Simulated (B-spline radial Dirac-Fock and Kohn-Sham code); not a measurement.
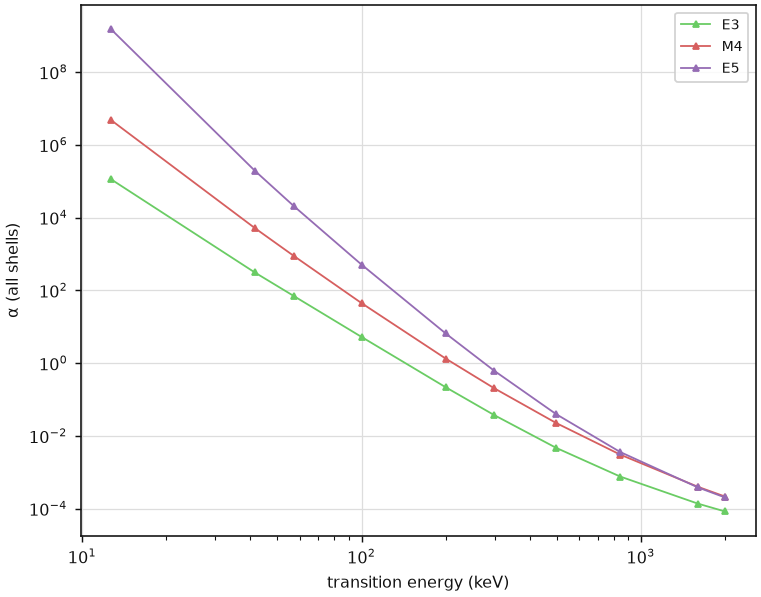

Total internal conversion coefficients against transition energy, at the marked points and joined by straight lines (also across edges). The total sums all shells and leaves out internal pair formation. System: cobalt (Z = 27). Level of theory: a Dirac–Hartree–Slater potential of the neutral atom, no hole, surface-current nucleus; calculated with a radial B-spline solver.

E3 goes from 112000 at 12.7 keV to 8.35 × 10⁻⁵ at 2000 keV; M4 goes from 4.71 × 10⁶ at 12.7 keV to 2.15 × 10⁻⁴ at 2000 keV; E5 goes from 1.47 × 10⁹ at 12.7 keV to 2.03 × 10⁻⁴ at 2000 keV.
